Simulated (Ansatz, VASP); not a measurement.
## SiC (Moissanite 3C): VASP beside Ansatz

Wanted: the spread between two codes on one cell, functional and k mesh. The cell comes out of the VASP series on this material, whose earlier steps may have relaxed, scaled or displaced it; both programs get it as it stands.

Calculated with Ansatz 0.2.0; plane waves, with VASP 6.6.1 beside it; zone-centre phonons at r2SCAN.

## (1) Starting point

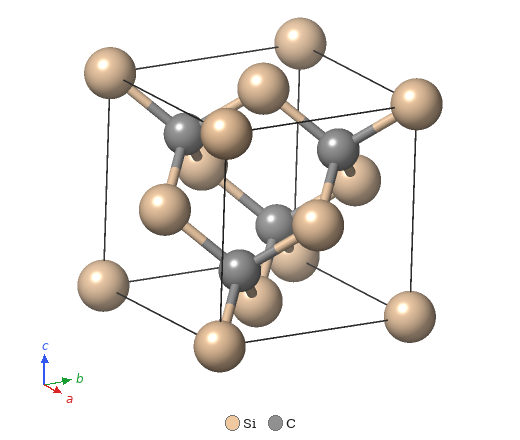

The starting structure, seen slightly off an axis (silicon light orange, carbon grey). This picture shows the conventional cell, with its axes. Bonds to atoms that aren't drawn are left out. Some periodic images of atoms are drawn too.

## (2) VASP: zone-centre phonons, r2SCAN

Second derivatives magnify differences that forces hide, and they need a tight electronic threshold.

Lines of VASP's logs that name or quote its potential files are left out, and so is its time.

INCAR

```
SYSTEM = SiC
PREC = Accurate
ENCUT = 520
EDIFF = 1E-08
NELM = 100
ISMEAR = 0
SIGMA = 0.05
LREAL = .FALSE.
ALGO = Normal
METAGGA = R2SCAN
LASPH = .TRUE.
NBANDS = 10
LORBIT = 11
LWAVE = .FALSE.
LCHARG = .FALSE.
KPAR = 2
IBRION = 6
NFREE = 2
POTIM = 0.015
ISIF = 2
NSW = 1
```

POSCAR

```
SiC
1.0
    0.0000000000      2.1775716673      2.1775716673
    2.1775716673      0.0000000000      2.1775716673
    2.1775716673      2.1775716673      0.0000000000
Si C
1 1
Direct
    0.0000000000      0.0000000000      0.0000000000
    0.2500000000      0.2500000000      0.2500000000
```

KPOINTS

```
Automatic mesh
0
Gamma
9 9 9
0 0 0
```

Potentials, in the order of the species: Si and C (PBE family, release 64).

Launch:

```console
$ mpirun -np 2 vasp_std
```

Numbers of over 12 decimals in the logs are rounded to 6 here.

The program printed:

```text
[banner, memory and clock lines left out]
running    2 mpi-ranks, on    1 nodes
 distrk:  each k-point on    1 cores,    2 groups
 distr:  one band on    1 cores,    1 groups

 POSCAR found type information on POSCAR SiC
 POSCAR found :  2 types and       2 ions
|                                                                             |
|               ----> ADVICE to this user running VASP <----                  |
|                                                                             |
|     You enforced a specific xc type in the INCAR file but a different       |
|     [... a line on the potential file left out ...]
|     I HOPE YOU KNOW WHAT YOU ARE DOING!                                     |
|                                                                             |

 LDA part: xc-table for (None), standard interpolation
 POSCAR, INCAR and KPOINTS ok, starting setup
 FFT: planning ... GRIDC
 FFT: planning ... GRID_SOFT
 FFT: planning ... GRID
 WAVECAR not read
 entering main loop
       N       E                     dE             d eps       ncg     rms          rms(c)
DAV:   1    -0.143767001490E+01   -0.14377E+01   -0.41530E+03   716   0.694E+02
DAV:   2    -0.217173723906E+02   -0.20280E+02   -0.19304E+02   902   0.112E+02
DAV:   3    -0.223258774249E+02   -0.60851E+00   -0.60746E+00   812   0.170E+01
DAV:   4    -0.223283630132E+02   -0.24856E-02   -0.24853E-02   788   0.137E+00
DAV:   5    -0.223283746906E+02   -0.11677E-04   -0.11677E-04   806   0.887E-02    0.921E+00
DAV:   6    -0.192880171020E+02    0.30404E+01   -0.52157E+00   770   0.117E+01    0.510E+00
DAV:   7    -0.193161002420E+02   -0.28083E-01   -0.50779E-01   880   0.445E+00    0.247E+00
DAV:   8    -0.193263210134E+02   -0.10221E-01   -0.20282E-02   708   0.121E+00    0.181E-01
DAV:   9    -0.193266502638E+02   -0.32925E-03   -0.32912E-04   948   0.183E-01    0.134E-01
DAV:  10    -0.193267339451E+02   -0.83681E-04   -0.71610E-05   722   0.851E-02    0.123E-02
DAV:  11    -0.193267331423E+02    0.80281E-06   -0.70620E-07   882   0.675E-03    0.459E-03
DAV:  12    -0.193267333397E+02   -0.19734E-06   -0.13457E-07   744   0.362E-03    0.234E-04
DAV:  13    -0.193267333349E+02    0.48133E-08   -0.21408E-09   474   0.357E-04
   1 F= -.19326733E+02 E0= -.19326733E+02  d E =-.575831E-16
[...]
2 F= -.19324517E+02 E0= -.19324517E+02  d E =-.183364E-10
[...]
3 F= -.19324517E+02 E0= -.19324517E+02  d E =-.183352E-10
[...]
4 F= -.19324516E+02 E0= -.19324516E+02  d E =-.183560E-10
 Finite differences progress:
  Degree of freedom:   2/  2
  Displacement:        1/  2
  Total:               3/  4
 bond charge predicted
       N       E                     dE             d eps       ncg     rms          rms(c)
DAV:   1    -0.193257064909E+02   -0.11904E-02   -0.14160E+00  2510   0.853E+00    0.337E-01
DAV:   2    -0.193251203082E+02    0.58618E-03   -0.11147E-02  2922   0.875E-01    0.150E-01
DAV:   3    -0.193244792423E+02    0.64107E-03   -0.26965E-03  2728   0.361E-01    0.296E-02
DAV:   4    -0.193245105686E+02   -0.31326E-04   -0.16131E-04  2780   0.102E-01    0.204E-02
DAV:   5    -0.193245159429E+02   -0.53743E-05   -0.69901E-06  2790   0.241E-02    0.200E-03
DAV:   6    -0.193245160710E+02   -0.12809E-06   -0.51752E-07  2856   0.590E-03    0.106E-03
DAV:   7    -0.193245160622E+02    0.87950E-08   -0.35563E-08  2856   0.149E-03
   5 F= -.19324516E+02 E0= -.19324516E+02  d E =-.183654E-10
 Finite differences progress:
  Degree of freedom:   2/  2
  Displacement:        2/  2
  Total:               4/  4
```

Parts of OUTCAR (step 2):

```text
ion  position               nearest neighbor table
   1  0.000  0.000  0.000-   2 1.89   2 1.89   2 1.89   2 1.89
   2  0.250  0.250  0.250-   1 1.89   1 1.89   1 1.89   1 1.89

  LATTYP: Found a face centered cubic cell.
 ALAT       =     4.3551433346

 Subroutine GETGRP returns: Found 24 space group operations
 (whereof 24 operations were pure point group operations)

The static configuration has the point symmetry T_d .

 Found     35 irreducible k-points:

   k-points           NKPTS =     35   k-points in BZ     NKDIM =     35   number of bands    NBANDS=     10

   dimension x,y,z NGX =    24 NGY =   24 NGZ =   24
   dimension x,y,z NGXF=    48 NGYF=   48 NGZF=   48

   ENCUT  =  520.0 eV  38.22 Ry    6.18 a.u.   5.73  5.73  5.73*2*pi/ulx,y,z

   NELECT =       8.0000    total number of electrons

 k-points in reciprocal lattice and weights: Automatic mesh
   0.00000000  0.00000000  0.00000000       0.001
   0.11111111  0.00000000  0.00000000       0.011
   0.22222222  0.00000000  0.00000000       0.011
   0.33333333  0.00000000  0.00000000       0.011
   0.44444444  0.00000000  0.00000000       0.011
   0.11111111  0.11111111  0.00000000       0.008
   0.22222222  0.11111111  0.00000000       0.033
   0.33333333  0.11111111  0.00000000       0.033
   0.44444444  0.11111111  0.00000000       0.033
[...]
-0.33333333  0.44444444  0.11111111       0.033
  -0.33333333  0.44444444  0.22222222       0.033

 average (electrostatic) potential at core
       1 -83.3013       2 -46.6606

 E-fermi :   8.2699

 k-point     1 :       0.0000    0.0000    0.0000
  band No.  band energies     occupation
      1      -8.1910      2.00000
      2       7.9283      2.00000
      3       8.0050      2.00000
      4       8.0791      2.00000
      5      14.8621      0.00000
      6      15.8366      0.00000
      7      15.8676      0.00000
      8      15.9004      0.00000
      9      23.2244      0.00000
    ...

 k-point     2 :       0.1111    0.0000    0.0000
  band No.  band energies     occupation
      1      -7.9408      2.00000
      2       6.7014      2.00000
      3       7.8095      2.00000
      4       7.9068      2.00000
      5      15.1004      0.00000
      6      16.1464      0.00000
      7      16.1948      0.00000
      8      16.3548      0.00000
      9      22.1424      0.00000
    ...

 k-point     3 :       0.2222    0.0000    0.0000
  band No.  band energies     occupation
      1      -7.2056      2.00000
      2       4.1772      2.00000
      3       7.4360      2.00000
      4       7.5324      2.00000
      5      14.7011      0.00000
      6      16.4893      0.00000
      7      16.5835      0.00000
      8      17.8538      0.00000
      9      21.6366      0.00000
    ...

  Total        0.0002261      0.0056148      0.0056148      0.0000000      0.1142937      0.0000000
  in kB        0.0175424      0.4356101      0.4356101      0.0000000      8.8671800      0.0000000
  external PRESSURE =       0.2962542 kB  Pullay stress =       0.0000000 kB

  energy-cutoff  :      520.00
  volume of cell :       20.65
      direct lattice vectors                 reciprocal lattice vectors
     0.000000000  2.177571667  2.177571667    -0.229613568  0.229613568  0.229613568
     2.177571667  0.000000000  2.177571667     0.229613568 -0.229613568  0.229613568
     2.177571667  2.177571667  0.000000000     0.229613568  0.229613568 -0.229613568

 POSITION                                       TOTAL-FORCE (eV/Angst)
 -----------------------------------------------------------------------------------
      0.00000      0.00000      0.00000        -0.295711     -0.000000     -0.000000
      1.07379      1.08879      1.08879         0.295711      0.000000      0.000000
 -----------------------------------------------------------------------------------
    total drift:                                0.000128     -0.000001     -0.000001

  FREE ENERGIE OF THE ION-ELECTRON SYSTEM (eV)
  ---------------------------------------------------
  free  energy   TOTEN  =       -19.3245160622 eV

  energy  without entropy=      -19.3245160621  energy(sigma->0) =      -19.32451606

 Eigenvectors and eigenvalues of the dynamical matrix
 ----------------------------------------------------

   1 f  =   23.930650 THz   150.360708 2PiTHz  798.240561 cm-1    98.969172 meV
             X         Y         Z           dx          dy          dz
      0.000000  0.000000  0.000000    -0.547289    0.000000    0.000000
      1.088786  1.088786  1.088786     0.836944    0.000000    0.000000

   2 f  =   23.930650 THz   150.360708 2PiTHz  798.240561 cm-1    98.969172 meV
             X         Y         Z           dx          dy          dz
      0.000000  0.000000  0.000000     0.000000   -0.547289    0.000000
      1.088786  1.088786  1.088786     0.000000    0.836944    0.000000

   3 f  =   23.930650 THz   150.360708 2PiTHz  798.240561 cm-1    98.969172 meV
             X         Y         Z           dx          dy          dz
      0.000000  0.000000  0.000000     0.000000    0.000000   -0.547289
      1.088786  1.088786  1.088786     0.000000    0.000000    0.836944

   4 f/i=    0.000804 THz     0.005052 2PiTHz    0.026821 cm-1     0.003325 meV
             X         Y         Z           dx          dy          dz
      0.000000  0.000000  0.000000    -0.836944    0.000000    0.000000
      1.088786  1.088786  1.088786    -0.547289    0.000000    0.000000

   5 f/i=    0.000804 THz     0.005052 2PiTHz    0.026821 cm-1     0.003325 meV
             X         Y         Z           dx          dy          dz
      0.000000  0.000000  0.000000     0.000000    0.836944    0.000000
      1.088786  1.088786  1.088786     0.000000    0.547289    0.000000

   6 f/i=    0.000804 THz     0.005052 2PiTHz    0.026821 cm-1     0.003325 meV
             X         Y         Z           dx          dy          dz
      0.000000  0.000000  0.000000     0.000000    0.000000    0.836944
      1.088786  1.088786  1.088786     0.000000    0.000000    0.547289

 ELASTIC MODULI CONTR FROM IONIC RELAXATION (kBar)
 Direction    XX          YY          ZZ          XY          YZ          ZX
 --------------------------------------------------------------------------------
 XX          -0.0000     -0.0000     -0.0000     -0.0000     -0.0000      0.0000
 YY          -0.0000     -0.0000     -0.0000     -0.0000     -0.0000     -0.0000
 ZZ          -0.0000     -0.0000     -0.0000     -0.0000     -0.0000      0.0000
 XY          -0.0000     -0.0000     -0.0000   -228.4709      0.0000      0.0000
 YZ          -0.0000     -0.0000     -0.0000      0.0000   -228.4709      0.0000
 ZX           0.0000     -0.0000      0.0000      0.0000      0.0000   -228.4709
 --------------------------------------------------------------------------------

 total charge
# of ion       s       p       d       tot
------------------------------------------
    1        0.703   0.981   0.000   1.685
    2        0.851   1.716   0.000   2.566
--------------------------------------------------
tot          1.554   2.697   0.000   4.251

[... 3 further parts left out ...]
```

## (3) Ansatz: zone-centre phonons, r2SCAN

Ansatz runs on its default PAW (the set named soft_2) files.

The same cell, functional, mesh and smearing now go to Ansatz, which takes its cutoff from its data sets.

input.yaml

```yaml
crystal:
  lattice:
    - [0.0, 2.1775716673, 2.1775716673]
    - [2.1775716673, 0.0, 2.1775716673]
    - [2.1775716673, 2.1775716673, 0.0]
  atoms:
    - { symbol: Si, position: [0.0, 0.0, 0.0] }
    - { symbol: C, position: [0.25, 0.25, 0.25] }
hamiltonian:
  xc: r2scan
  pseudopotentials: { kind: paw }
kpoints:
  mp_grid: { grid: [9, 9, 9] }
scf:
  occupations: { method: gaussian, width: 0.05 }
phonons:
  method: dfpt
  qpoints: [[0, 0, 0]]
```

Launch:

```console
$ ansatz run input.yaml --threads 4 --pin off --max-ram 9216MiB --backend cpu --events-out ev --progress --plain --runs-dir out
```

The program printed:

```text
Engine: ansatz 0.2.0, aarch64-unknown-linux-gnu
Pseudopotentials: kind: paw
Pseudopotential: Si, paw, valence charge 4, recommended cutoff 500 eV (meta_gga), Si.paw.azcp
Pseudopotential: C, paw, valence charge 4, recommended cutoff 500 eV (meta_gga), C.paw.azcp
Functional definition: r2SCAN
  parameter k0 = 0.174
  parameter k1 = 0.065
  parameter a1 = 4.9479
  exchange = r2scan_x(k0 = k0, k1 = k1, a1 = a1)
  correlation = r2scan_c
Crystal: 2 atoms, lattice volume = 20.651 Å³
Basis set: ecut = 500 eV, 531 PW (Γ), exchange–correlation on 120×120×120 points (125 copies of the dense FFT grid, shifted against one another)
Bands: 8, of which v1, the nominal top of the filled ones, is band 4 counted from 1 (3 counted from 0)
Symmetry: 24 space group operations
k-points: 125 of 729 (irreducible under 4 space group operations, time reversal used)
Non-local potential: Si, projectors of the file, l = 0: 2, l = 1: 2, l = 2: 2
Non-local potential: C, projectors of the file, l = 0: 2, l = 1: 2, l = 2: 1
PAW form: soft (Blöchl's): semilocal exchange-correlation on the pseudo side does not see the compensation charge
PAW frozen core: Si, regenerated for the run's functional (the file was generated under x = pbe(κ = 0.804, μ = 0.219515), c = pbe(β = 0.066725))
PAW frozen core: C, regenerated for the run's functional (the file was generated under x = pbe(κ = 0.804, μ = 0.219515), c = pbe(β = 0.066725))
PAW one-centre angular grid: Si, 302 points (default); XC on 160 Gauss nodes
PAW one-centre angular grid: C, 302 points (default); XC on 239 of its mesh's 2573 points in the sphere
Initial density: superposition of atomic densities (neutral atoms: chi_scale 0, normalization atom), corrected by the library's trained network
Initial wavefunctions: pseudopotential atomic-orbital guess
Functional: x = r2scan, c = r2scan; τ floored in thin density (d = 2e-4 eV/Å³)
SCF iter   1: F=—  HF=-891.289247 eV  |F-HF|=—  |Δ(HF+E_count)|=         —  Δρ=5.87e-3  dr2=4.81e-3  dr2_τ=1.95e-1  ethr=1.77e-3  ⟨swp⟩=6.1  Hψ=8399  notcnv=0
preconditioner: auto → none  [insulator: Δε(μ)=1.813 eV  Ē_g=15.018 eV  σ=0.050 eV  W_gap=1.00  n_scr=0 (ndim 8)  ℏωp=23.1 eV  f_vac=0.000  D(μ)=0.00/eV (n_scr^D=0)  ε∞_Penn≈3.4]
SCF iter   2: F=—  HF=-891.333687 eV  |F-HF|=—  |Δ(HF+E_count)|=   4.44e-2  Δρ=4.00e-3  dr2=1.78e-3  dr2_τ=3.50e-5  ethr=6.01e-5  ⟨swp⟩=2.0  Hψ=3000  notcnv=0
SCF iter   3: F=—  HF=-891.333649 eV  |F-HF|=—  |Δ(HF+E_count)|=   3.80e-5  Δρ=1.05e-3  dr2=1.86e-4  dr2_τ=5.46e-6  ethr=2.23e-5  ⟨swp⟩=2.6  Hψ=1819  notcnv=0
SCF iter   4: F=—  HF=-891.333676 eV  |F-HF|=—  |Δ(HF+E_count)|=   2.67e-5  Δρ=1.03e-4  dr2=1.68e-6  dr2_τ=4.17e-7  ethr=2.33e-6  ⟨swp⟩=2.3  Hψ=1441  notcnv=0
SCF iter   5: F=—  HF=-891.333676 eV  |F-HF|=—  |Δ(HF+E_count)|=   5.55e-8  Δρ=5.63e-5  dr2=5.68e-7  dr2_τ=2.40e-8  ethr=2.10e-8  ⟨swp⟩=2.0  Hψ=1471  notcnv=0
SCF iter   6: F=—  HF=-891.333676 eV  |F-HF|=—  |Δ(HF+E_count)|=   1.59e-7  Δρ=2.56e-5  dr2=1.15e-7  dr2_τ=7.96e-10  ethr=7.09e-9  ⟨swp⟩=2.0  Hψ=1393  notcnv=0
SCF iter   7: F=—  HF=-891.333676 eV  |F-HF|=—  |Δ(HF+E_count)|=   3.29e-9  Δρ=5.35e-6  dr2=5.06e-9  dr2_τ=3.74e-11  ethr=1.44e-9  ⟨swp⟩=2.0  Hψ=1492  notcnv=0
SCF iter   8: F=—  HF=-891.333676 eV  |F-HF|=—  |Δ(HF+E_count)|=  3.12e-11  Δρ=6.70e-7  dr2=7.78e-11  dr2_τ=5.95e-13  ethr=6.32e-11  ⟨swp⟩=2.2  Hψ=1488  notcnv=0
SCF iter   9: F=-891.333676 eV  HF=-891.333676 eV  |F-HF|=3.41e-13  |Δ(HF+E_count)|=  2.05e-12  Δρ=6.33e-8  dr2=6.76e-13  dr2_τ=6.27e-15  ethr=1.00e-12  ⟨swp⟩=5.5  Hψ=3624  notcnv=0
SCF 1 converged in 9 iterations: F = -891.333676 eV  dr2 = 6.76e-13
  greatest PAW one-centre occupation: 0.659 electrons in one spin orbital (limit 2), on the C atom at site 1 (counted from 0), in its partial waves of l = 0
DFPT response loops at Γ: preconditioner auto → none (the input reference at scf.mixing.eps_inf says where Resta's filter doesn't serve); β = 0.50; Broyden in place of MSR1
SCF converged after 9 iterations
Free energy (F): -891.333676 eV
Harris-Foulkes:  -891.333676 eV  (|F-HF|=3.41e-13)
Internal energy: -891.333676 eV  (E = F + TS)
E sigma→0 (E₀):  -891.333676 eV
Fermi energy:    10.318400 eV
--- Per-component energies (eV) ---
  E_band       = 25.626154
  E_kinetic    = 136.084679
  E_local      = -103.510528  (includes V_loc(G=0)·N_el)
  E_nonlocal   = 50.381220
  E_hartree    = 32.453764
  E_xc         = -101.373578
  E_vxc        = -118.658482  (∫ρ·V_xc dr)
  E_paw        = -620.297455  (= ΣΔE_a)
  E_vpaw       = -9.147701  (= ΣTr[D̂ρ^β])
  E_aug_tail   = 0.000008  (compensation charges beyond the density's cutoff)
  E_vtau       = 5.569426  (kinetic-family band-sum trace: ∫τ·v_τ [+ j·A + Jᵃ·Aᵃ] dr)
  E_ewald      = -284.970578
  E_core_change = -0.101207  (= ΣΔE_core)
  E_smearing   = -0.000000  (= −TS)
  E_closure    = 0.000000  (closes the sum)
  Σ components = -891.333676   (vs F -891.333676, Δ=0.00e0)
--- Band table (eV; the first three rows and the last of 125) ---
  k-point 0: bands = ["-6.8099", "9.3862", "9.3862", "9.3862", "16.2123", "17.2511", "17.2511", "17.2511"]
  k-point 1: bands = ["-6.5598", "8.1230", "9.2166", "9.2166", "16.4666", "17.5595", "17.5595", "17.7074"]
  k-point 2: bands = ["-5.8253", "5.5868", "8.8470", "8.8470", "16.0700", "17.9029", "17.9029", "19.2263"]
  k-point 124: bands = ["-2.9587", "2.7066", "4.4594", "7.0922", "15.2407", "18.0523", "19.3377", "21.4415"]
--- Phonons (Γ-DFPT): 2 representative perturbations + reference, on 125 of 729 k-points (Σ response iterations 10) ---
  k mesh reduced under 4 symmetry operations, with k and −k counted as one. Each operation leaves every solved perturbation unchanged. A smaller set is not considered because the functional reads the kinetic-energy density
  ASR residual: 6.563e-4 → 0.000e0 eV/Å²; symmetrization residual: 1.989e-6 eV/Å²
  ASR residual per site (eV/Å²): 1.21e-4 6.56e-4
  Γ frequencies (cm⁻¹): 0.00 0.00 0.00 799.33 799.33 799.33
  non-analytic LO–TO correction: not included (Born effective charges unavailable; polar crystals: no LO–TO splitting at Γ)
--- Phonons (arbitrary-q DFPT): 1 explicit q-point ---
  q = [0, 0, 0] (of the zone-centre solve; hermiticity 2.01e-7, symmetrization 1.00e-15): -0.00 0.00 0.00 799.33 799.33 799.33
  sum rule: each row above includes the acoustic sum rule's correction from the zone centre's row sums; it moved no ω² by more than (3.85 cm⁻¹)²
```

It took 4.5 s on 4 threads of Arm Neoverse V2, shared host; peak memory 0.68 GiB.

The column dr2 measures how far the density is from self-consistency, as an energy; F and HF (Harris–Foulkes) agree once it is small.

## (4) Comparison

Known differences besides the PAW data sets themselves: VASP keeps PBE cores, Ansatz makes them for the functional; the cutoff is 500 eV in Ansatz and 520 eV in VASP; VASP uses finite displacements, Ansatz perturbation theory. Total energies have different zeros and are not compared.

Both answers:

```
          quantity  Ansatz   VASP  difference
mode 4 to 6 (cm⁻¹)   799.3  798.2     +0.14 %
```

## (5) Outcome

```yaml
difference_in_mode_4_to_6_zone_centre_phonons_r2scan: 0.14 %
```

In words: The difference in mode 4 to 6 is 0.14 % (zone-centre phonons, r2SCAN), within the 3 % picked in this series as the mark of a large difference. How closely two codes agree says nothing of how well the functional describes the real material.

[Lines on the potential files, build, host, timing and source positions are cut from VASP's logs without a mark.]

[Logs are printed without paths, hosts, clocks, repeated set-up lines and the standing remarks that a program may print on its own settings, such as how far it seeks lower states.]

[Hosts, paths, dates, database ids (printed as entryN), source tags and the programs' standing remarks are cut or masked in the printed files.]
